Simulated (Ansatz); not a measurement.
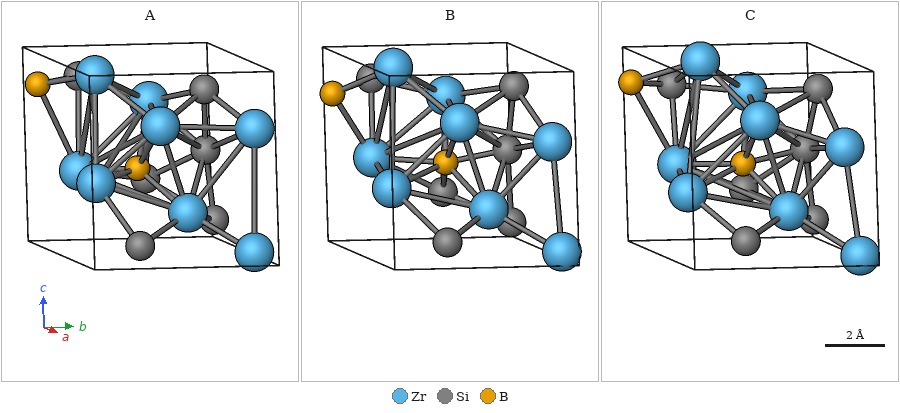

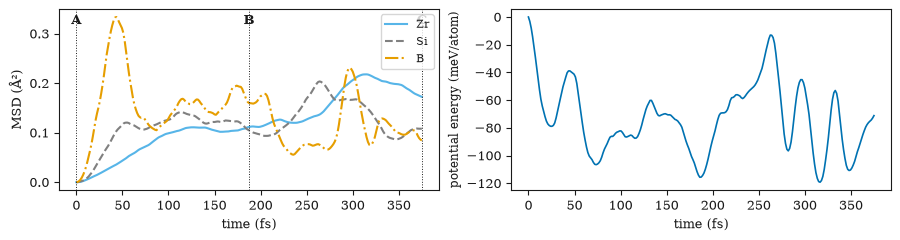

First-principles dynamics of an amorphous cell of composition Zr$_{4}$Si$_{3}$B (16 atoms in the cell), 375 fs long. It starts from the last geometry of an earlier run, with fresh velocities. Frames (A at 0 fs, B at 188 fs, C at 375 fs) and the history of the run. The picture is a ball-and-stick view of the simulation cell, seen slightly off an axis. Bonds to atoms that aren't drawn are left out.

Method: Ansatz 0.2.0, DFT PBE, scalar-relativistic, plane waves, PAW. Run with plane-wave cutoff 420 eV; k-point mesh 1 × 1 × 1; Fermi-Dirac smearing 0.0991 eV; volume 0.96 times that of the relaxed crystal; set temperature 1150 K; time step 1.5 fs.

Input file:
```yaml
crystal:
  lattice:
    - [6.609711, 0.110313, -0.281118]
    - [0.110313, 6.590489, -0.094821]
    - [-0.281118, -0.094821, 6.605964]
  atoms:
    - { symbol: Zr, position: [0.1827842462, 0.610721319, 0.7354832422] }
    - { symbol: Zr, position: [0.8296484081, 0.948745502, 0.6809107567] }
    - { symbol: Zr, position: [0.5769629894, 0.1713589527, 0.3800091563] }
    - { symbol: Zr, position: [0.4732651426, 0.2181804031, 0.9214510136] }
    - { symbol: Zr, position: [0.650228551, 0.6385248821, 0.2281213512] }
    - { symbol: Zr, position: [0.9245778379, 0.8944666748, 0.0599051356] }
    - { symbol: Zr, position: [0.7300873523, 0.4746395134, 0.6899709308] }
    - { symbol: Zr, position: [0.1502678144, 0.2321518061, 0.3794057506] }
    - { symbol: Si, position: [0.0927207308, 0.612061729, 0.3218510492] }
    - { symbol: Si, position: [0.8507404495, 0.3029497404, 0.0945820444] }
    - { symbol: Si, position: [0.0678919184, 0.2745889896, 0.8539404337] }
    - { symbol: Si, position: [0.3760656156, 0.84125496, 0.5069180069] }
    - { symbol: Si, position: [0.3154545739, 0.8988801676, 0.1355227856] }
    - { symbol: Si, position: [0.5374593835, 0.7867836293, 0.8441393802] }
    - { symbol: B, position: [0.3925057257, 0.4642502283, 0.423257427] }
    - { symbol: B, position: [0.1972662172, 0.0062961706, 0.8369911162] }
  symmetry: { detect: false }
basis:
  ecutwfc: 420
  xc_grid: 1
kpoints:
  mp_grid: { grid: [1, 1, 1], shift: [0.25, 0.25, 0.25] }
hamiltonian:
  xc: pbe
scf:
  occupations: { method: fermi_dirac, width: 0.0991 }
  lower_state_search: "off"
  convergence: { dr2_threshold: 1.0e-05 }
output:
  forces: true
  stress: true
md:
  timestep: 1.5
  n_steps: 250
  ensemble: nvt_langevin
  friction: 0.03
  temperature: 1150.0
  initial_velocities: maxwell_boltzmann
  seed: 59097
```

Launched with:
```bash
ansatz run input.yaml --threads 2 --pin off --max-ram 5120MiB --backend cpu --events-out ev --progress --plain --runs-dir out
```

What do the frames and curves show?

The mean temperature in the second half is 1134 K (standard deviation 218 K). The potential energy in the second half lies on average 72.4 meV per atom below the first frame. The mean pressure there is 3.0 GPa. Root-mean-square distances from the starting positions over the second half, with the common drift of all atoms taken out: Zr 0.40 Å, Si 0.36 Å, B 0.34 Å. Against the typical shortest distance between atoms in the first frame, about 2.3 Å these are large excursions, but over 375 fs one can't yet tell strong vibration from the start of diffusion.

Limits of the set-up: the periodic images lie only 6.6 Å apart, so the values are limited by the cell's size.

Cost: 5 min on 2 threads of Arm Neoverse V1, on a shared host, peak memory 0.45 GiB.
